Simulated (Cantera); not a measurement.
Feed: 1 mol V, 2.2 mol H2O, 5.5 mol N2, at 1.30 Pa.

These are equilibrium values from Cantera (NASA tables, ideal gas, pure condensed phases), not measurements of a reactor. Candidate condensed phases: H2O, V, VN, VO, V2O3, V2O4, V2O5; 28 gas species. The numbers say what is thermodynamically allowed, not how fast it happens.

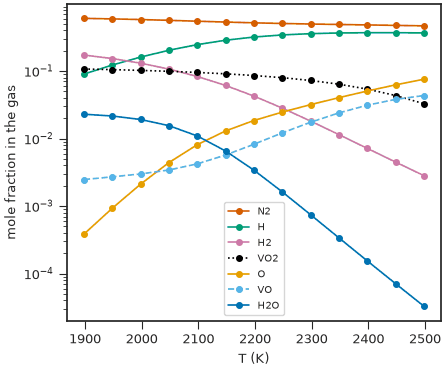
Equilibrium gas composition (values under 1e-9 drawn at 1e-9)

Read off the mole fractions at 2298 K.

N2 about 0.50, H about 0.36, VO2 about 0.073, O about 0.032, H2 about 0.018, VO about 0.017, H2O about 0.00075.
